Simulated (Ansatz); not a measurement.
The starting structures come from a database of crystals and need not be the phases stable at ambient conditions.

 Where the default PAW files enter, the runs use the earlier of Ansatz's two default sets.

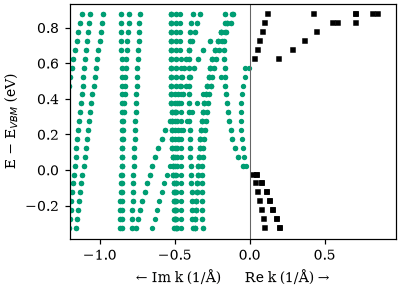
*Complex bands at the centre of the two-dimensional zone; r2SCAN (Ansatz, an electronic-structure program)*

No gap correction and no spin-orbit coupling; mid-gap values are interpolated between computed energies.

Problem. This is Sc$_{4}$C$_{3}$ (I-43d, not sure to be the ambient phase, 14 atoms a cell, 13.4 Å³ an atom) along the normal of (001). Read off the slowest decay at the centre of the two-dimensional zone at 0.28 eV, the computed energy nearest the middle of the gap.

Solution. κ ≈ 0.06 1/Å, a decay length 1/(2κ) of the density of 8.6 Å.
